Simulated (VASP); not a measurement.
Energy against volume of PdIn (CsCl type). Level of theory: PBEsol GGA, VASP's PBE PAW potentials (set 64) (plane waves; VASP 6.6.1).

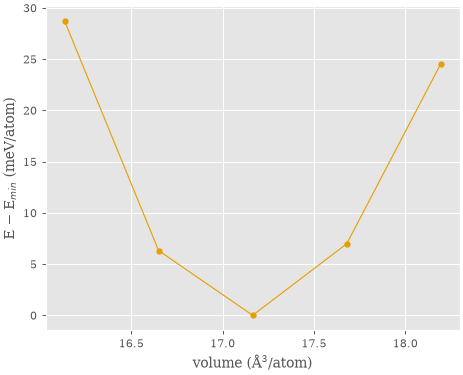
Figure: Energy against volume

Estimate the equilibrium volume and the bulk modulus.

The minimum lies near 17.1 Å³/atom, and the curvature gives B0 of about 140 GPa.

The compound is PdIn in the CsCl type structure. It was relaxed first.
